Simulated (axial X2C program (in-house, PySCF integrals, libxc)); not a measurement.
**SrS: bond curves with and without spin–orbit coupling, part 1 of 2**

Aim: find the lowest determinant of SrS, scan the bond at several levels and fit the constants, once spin-free and once with spin–orbit coupling.

Program: an in-house X2C program for linear molecules on PySCF integrals. Level of theory: all-electron X2C, Sr dyall-cv4z, S dyall-av4z. These are calculated values, not measurements.

**1. Input**

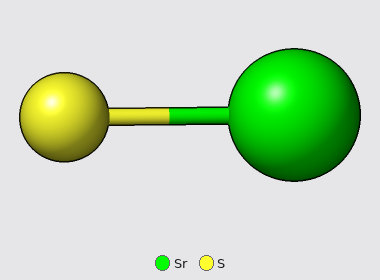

The two atoms at 2.510 Å (strontium green, sulfur yellow).

Contents of task.json:

```json
{"zs": [38, 16], "q": 0, "bas": ["dyall-cv4z", "dyall-av4z"], "levels": ["PBE0", "HF", "PBE50", "PBE", "r2SCAN"], "cc": true, "r0": 2.51, "thr": -2.0, "nmax": 180}
```

Keys: zs atomic numbers; q charge; bas basis sets; levels methods (HF also brings MP2); cc coupled cluster on or off; r0 starting distance in Å; thr threshold in hartree for freezing inner shells (an s shell follows its p shell); nmax most natural virtual spinors.

Started as:

```
$ python so2c.py task.json out
```

Spin-free means the one-electron spin-free X2C Hamiltonian; two-component (2c) means X2C with spin–orbit coupling and atomic mean-field two-electron Coulomb and Gaunt terms. Basis: Sr dyall-cv4z contracted to [13s14p9d7f5g], S dyall-av4z contracted to [10s9p4d3f2g]; Gaussian nuclei, density fitting. Masses: Sr 87.906 u, S 31.972 u.

Notation: σ, π±, δ± give the projection m of an orbital's angular momentum (0, ±1, ±2), α and β its spin, Λ and M_S the sums; ω is the projection of a spinor's total angular momentum and Ω the sum. Logs are in hartree.

The results follow Hamiltonian by Hamiltonian and level by level.

**2. Which state to follow**

PBE0 moves the distance from 2.510 Å to 2.419 Å and compares determinants there.

Spin-free determinants:

```json
{"ΔE (eV)": "0.00", "state": "M_S = 0, Λ = 0", "open shells": "closed shell"}
{"ΔE (eV)": "1.38", "state": "M_S = 1, Λ = 1", "open shells": "beyond closed shells: σα, π+α, π+β, π-α"}
{"ΔE (eV)": "1.39", "state": "M_S = 0, Λ = 1", "open shells": "beyond closed shells: σβ, π+α, π+β, π-α"}
{"ΔE (eV)": "1.43", "state": "M_S = 1, Λ = 0", "open shells": "beyond closed shells: 2 × σα"}
{"ΔE (eV)": "3.02", "state": "M_S = 1, Λ = 2", "open shells": "beyond closed shells: 2 × π+α, π+β, π-α"}
{"ΔE (eV)": "3.02", "state": "M_S = 1, Λ = 0", "open shells": "beyond closed shells: π+α, π+β, 2 × π-α"}
{"ΔE (eV)": "3.02", "state": "M_S = 0, Λ = 2", "open shells": "beyond closed shells: π+α, 2 × π+β, π-α"}
```

Two-component determinants:

```csv
ΔE (eV),state,open shells
0.00,Ω = 0,closed shell
1.36,Ω = 2,"excess of +ω over −ω: ω = 1/2, ω = 3/2"
1.37,Ω = 1,"excess of +ω over −ω: ω = -1/2, ω = 3/2"
1.42,Ω = 1,excess of +ω over −ω: 2 × ω = 1/2
3.01,Ω = 3,excess of +ω over −ω: 2 × ω = 3/2
3.06,Ω = 1,"excess of +ω over −ω: ω = -1/2, ω = 3/2"
3.06,Ω = 2,"excess of +ω over −ω: ω = 1/2, ω = 3/2"
```

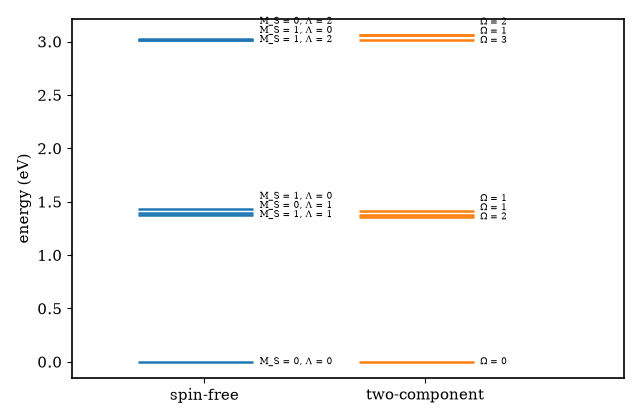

The determinants found, each set from its own lowest.

**3. PBE0, spin-free**

State followed: M_S = 0, Λ = 0 (closed shell). The scan is laid around 2.419 Å, a first estimate of the minimum, and this SCF restarts from the orbitals of the search.

The SCF at the reference distance of 2.419 Å:

```text
spin-free X2C-1e  PBE0
basis functions 290  fitting functions 1154  grid points 5082
iter        total energy     max residual
   1      -3578.188151567     5.17e-06
   2      -3578.188151563     1.00e-05
   3      -3578.188151569     1.74e-06
   4      -3578.188151569     3.54e-07
converged
one-electron -5218.54499472  Coulomb 1638.80329183  exact exchange -32.31157141  xc functional -99.14014566  nuclear repulsion 133.00526839
```

Along the bond, energies from the lowest point:

```tsv
R (Å)	E (eV)	μ (D)	HOMO (eV)	LUMO (eV)	iterations
2.104	1.0374	-8.61	-4.81	-1.74	13
2.201	0.4405	-9.42	-4.92	-1.88	13
2.274	0.1790	-9.96	-4.98	-1.99	12
2.346	0.0411	-10.44	-4.95	-2.10	12
2.419	0.0000	-10.87	-4.83	-2.21	4
2.504	0.0459	-11.32	-4.71	-2.33	13
2.588	0.1666	-11.70	-4.61	-2.44	13
2.697	0.3971	-12.10	-4.52	-2.59	13
2.830	0.7475	-12.46	-4.45	-2.75	15
3.024	1.3105	-12.77	-4.40	-2.96	14
3.290	2.0606	-12.86	-4.43	-3.20	14
3.628	2.8563	-12.64	-4.56	-3.43	15
```

Dipoles are positive if S is the positive end.

Outer orbitals at the reference distance:

```
symmetry  occupied  ε (eV)             atomic character
     π-α       yes  -24.01                     97% Sr p
     π+α       yes  -24.01                     97% Sr p
      σα       yes  -23.99                     93% Sr p
      σα       yes  -15.11    74% S s, 8% Sr d, 8% Sr p
      σα       yes   -5.05  72% S p, 11% Sr s, 11% Sr d
     π-α       yes   -4.83   76% S p, 15% Sr d, 3% Sr p
     π+α       yes   -4.83   76% S p, 15% Sr d, 3% Sr p
      σα        no   -2.21  56% Sr s, 23% Sr p, 10% S p
     π-α        no   -0.73   70% Sr p, 27% Sr d, 2% S p
     π+α        no   -0.73   70% Sr p, 27% Sr d, 2% S p
      σα        no   -0.57  44% Sr d, 42% Sr p, 5% Sr s
```

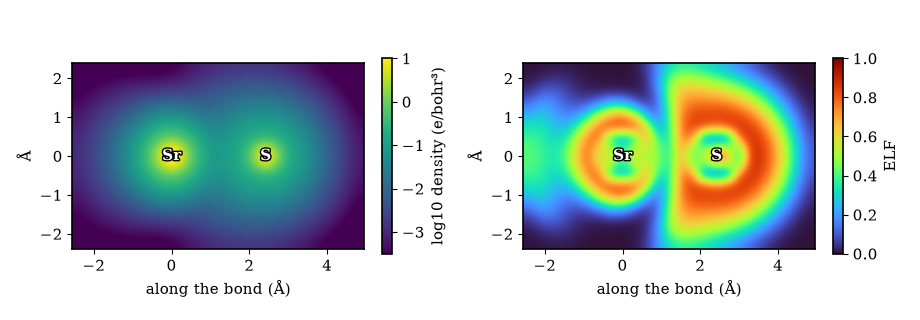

PBE0 fields in a plane through the axis, from a grid of 0.3 Å; Sr lies at z = 0 and S at z = 2.419 Å; the ELF is damped to zero where the density is low.

Re = 2.419 Å, ωe = 406 cm⁻¹, ωexe = 1.05 cm⁻¹, Be = 0.1229 cm⁻¹, De = 3.65 eV, μ = -10.87 D.

**4. HF, spin-free**

Output at 2.419 Å:

```text
spin-free X2C-1e  HF
basis functions 290  fitting functions 1154  grid points 5082
iter        total energy     max residual
   1      -3575.982720139     3.82e-01
   2      -3576.007038794     3.12e-03
   3      -3576.007894456     2.11e-03
   4      -3576.008163219     1.02e-03
   5      -3576.008234830     2.93e-04
   6      -3576.008257811     1.68e-04
   7      -3576.008264949     7.26e-05
   8      -3576.008266515     2.82e-05
   9      -3576.008266717     7.89e-06
  10      -3576.008266733     2.57e-06
  11      -3576.008266735     1.09e-06
converged
one-electron -5217.81428910  Coulomb 1638.13627843  exact exchange -129.33552446  xc functional 0.00000000  nuclear repulsion 133.00526839
```

No constants are quoted: the dipole of the solution doesn't run smoothly along the scan, a sign that its character may change, so the fit is set aside.

**5. PBE50, spin-free**

Output at 2.419 Å:

```text
spin-free X2C-1e  PBE50
basis functions 290  fitting functions 1154  grid points 5082
iter        total energy     max residual
   1      -3578.281695848     1.29e-01
   2      -3578.284745977     3.44e-03
   3      -3578.284032742     5.28e-03
   4      -3578.285367354     4.18e-04
   5      -3578.285376501     1.02e-04
   6      -3578.285378454     6.47e-05
   7      -3578.285379062     2.14e-05
   8      -3578.285379134     5.51e-06
   9      -3578.285379141     1.56e-06
  10      -3578.285379141     3.40e-07
converged
one-electron -5218.76956798  Coulomb 1639.06772875  exact exchange -64.65058273  xc functional -66.93822558  nuclear repulsion 133.00526839
```

Re = 2.407 Å, ωe = 422 cm⁻¹, ωexe = 1.01 cm⁻¹, Be = 0.1241 cm⁻¹, De = 3.44 eV, μ = -11.90 D.

**6. PBE, spin-free**

Output at 2.419 Å:

```text
spin-free X2C-1e  PBE
basis functions 290  fitting functions 1154  grid points 5082
iter        total energy     max residual
   1      -3578.094607291     1.29e-01
   2      -3578.086705152     1.38e-02
   3      -3578.009185532     3.90e-02
   4      -3578.096463826     6.03e-03
   5      -3578.098324959     1.14e-03
   6      -3578.098321653     8.69e-04
   7      -3578.098372348     1.49e-04
   8      -3578.098373675     4.13e-05
   9      -3578.098373787     8.93e-06
  10      -3578.098373792     8.55e-07
  11      -3578.098373792     6.89e-08
converged
one-electron -5218.32016678  Coulomb 1638.54632063  exact exchange 0.00000000  xc functional -131.32979603  nuclear repulsion 133.00526839
```

Re = 2.435 Å, ωe = 389 cm⁻¹, ωexe = 1.07 cm⁻¹, Be = 0.1212 cm⁻¹, De = 3.92 eV, μ = -9.77 D.

**7. r2SCAN, spin-free**

The SCF at the reference distance of 2.419 Å:

```text
spin-free X2C-1e  r2SCAN
basis functions 290  fitting functions 1154  grid points 5082
iter        total energy     max residual
   1      -3578.595054387     5.50e-02
   2      -3578.597073825     1.81e-03
   3      -3578.595239296     6.18e-03
   4      -3578.597285191     5.48e-04
   5      -3578.597298515     8.11e-05
   6      -3578.597298507     6.20e-05
   7      -3578.597298783     1.08e-05
   8      -3578.597298788     4.41e-06
   9      -3578.597298789     3.68e-07
converged
one-electron -5218.54306162  Coulomb 1638.81313821  exact exchange 0.00000000  xc functional -131.87264377  nuclear repulsion 133.00526839
```

Re = 2.427 Å, ωe = 402 cm⁻¹, ωexe = 0.983 cm⁻¹, Be = 0.122 cm⁻¹, De = 4.03 eV, μ = -10.61 D.

**8. Correlated methods, spin-free**

Correlated methods: 16 electrons correlated (frozen shells, counted by type: Sr 3 s, 2 p, 1 d; S 2 s, 1 p), 432 virtual spinors in MP2, 180 natural virtuals in coupled cluster.

Output of the correlated part at 2.419 Å:

```text
correlated 16  virtual 432  natural virtual 180  E(MP2) -0.466616316  MP2 remainder -0.012040035
iter   CCSD correlation   residual
   1     -0.463087322   1.68e-01
   2     -0.471317450   1.02e-01
   3     -0.475571931   2.71e-02
   4     -0.475800637   1.21e-02
   5     -0.475735621   5.98e-03
   6     -0.475756479   2.91e-03
   7     -0.475773663   1.21e-03
   8     -0.475775482   4.42e-04
   9     -0.475780362   1.55e-04
  10     -0.475776956   6.01e-05
  11     -0.475776210   1.72e-05
  12     -0.475776031   6.78e-06
  13     -0.475775935   2.59e-06
  14     -0.475775962   9.41e-07
  15     -0.475775958   4.58e-07
(T) -0.024643959  T1 0.0299  D1 0.0722  max T2 0.058
```

T1 in the output is the amplitude norm over the root of the electron number; divide by √2 for the Lee–Taylor value.

MP2: No constants are quoted: the dipole of the HF reference doesn't run smoothly along the scan, a sign that its character may change, so the fit is set aside.

CCSD: No constants are quoted: the dipole of the HF reference doesn't run smoothly along the scan, a sign that its character may change, so the fit is set aside.

CCSD(T): No constants are quoted: the dipole of the HF reference doesn't run smoothly along the scan, a sign that its character may change, so the fit is set aside.

**9. A higher determinant, spin-free**

State: M_S = 1, Λ = 1 (beyond closed shells: σα, π+α, π+β, π-α).

Output at the reference distance:

```text
spin-free X2C-1e  PBE0
basis functions 290  fitting functions 1154  grid points 5082
iter        total energy     max residual
   1      -3578.137493224     1.96e-05
   2      -3578.137493272     1.35e-05
   3      -3578.137493289     5.64e-06
   4      -3578.137493299     2.44e-06
   5      -3578.137493299     4.12e-07
converged
one-electron -5216.68063549  Coulomb 1636.93307450  exact exchange -32.30871769  xc functional -99.08648301  nuclear repulsion 133.00526839
```

```tsv
R (Å)	E above the lowest PBE0 point (eV)
2.104	3.555
2.201	2.578
2.274	2.049
2.346	1.658
2.419	1.378
2.504	1.164
2.588	1.043
2.697	0.989
2.830	1.032
```

No constants are quoted: too few points lie around the minimum for a second fit to confirm the first.

State: M_S = 0, Λ = 1 (beyond closed shells: σβ, π+α, π+β, π-α).

Output at the reference distance:

```text
spin-free X2C-1e  PBE0
basis functions 290  fitting functions 1154  grid points 5082
iter        total energy     max residual
   1      -3578.136997529     7.38e-06
   2      -3578.136997540     3.22e-06
   3      -3578.136997542     2.41e-06
   4      -3578.136997544     6.20e-07
   5      -3578.136997544     1.94e-07
converged
one-electron -5216.68012586  Coulomb 1636.93362701  exact exchange -32.30886699  xc functional -99.08690010  nuclear repulsion 133.00526839
```

```tsv
R (Å)	E above the lowest PBE0 point (eV)
2.104	3.579
2.201	2.597
2.274	2.066
2.346	1.673
2.419	1.392
2.504	1.176
2.588	1.055
2.697	1.001
2.830	1.045
```

No constants are quoted: too few points lie around the minimum for a second fit to confirm the first.

**10. The spin-free curves together**

Energy (eV) of the followed determinant, spin-free, from each level's lowest point:

```tsv
R (Å)	PBE0	HF (dipole not smooth)	MP2 (HF's dipole not smooth)	CCSD (HF's dipole not smooth)	CCSD(T) (HF's dipole not smooth)	PBE50	PBE	r2SCAN
2.104	1.037	1.385	1.111	n/a	n/a	1.010	1.080	1.077
2.201	0.440	0.652	0.491	0.530	0.542	0.415	0.476	0.467
2.274	0.179	0.307	0.212	0.234	0.245	0.159	0.206	0.196
2.346	0.041	0.100	0.058	0.067	0.073	0.029	0.056	0.050
2.419	0.000	0.004	0.000	0.000	0.000	0.000	0.000	0.000
2.504	0.046	0.000	0.026	0.020	0.010	0.063	0.026	0.037
2.588	0.167	0.085	0.124	0.119	0.095	0.203	0.125	0.149
2.697	0.397	0.286	0.321	0.323	0.277	0.461	0.326	0.371
2.830	0.748	0.618	0.621	n/a	n/a	0.846	0.640	0.715
3.024	1.310	1.162	1.106	n/a	n/a	1.458	1.154	1.277
3.290	2.061	1.850	1.837	n/a	n/a	2.254	1.854	2.046
3.628	2.856	2.503	2.760	n/a	n/a	3.071	2.624	2.892
```

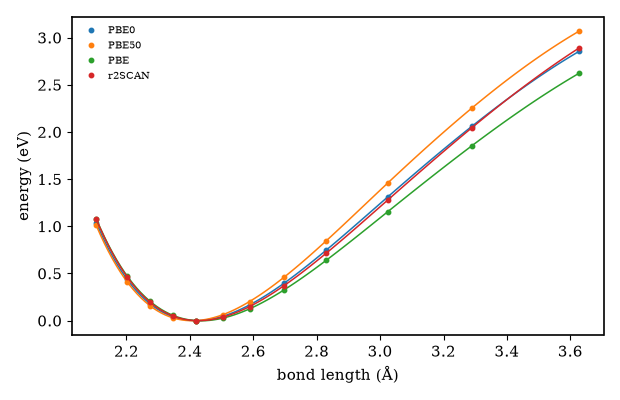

Curves of the followed state, spin-free, each from its own lowest point. Left out: HF, MP2, CCSD, CCSD(T).

(Continued in part 2 of 2.)
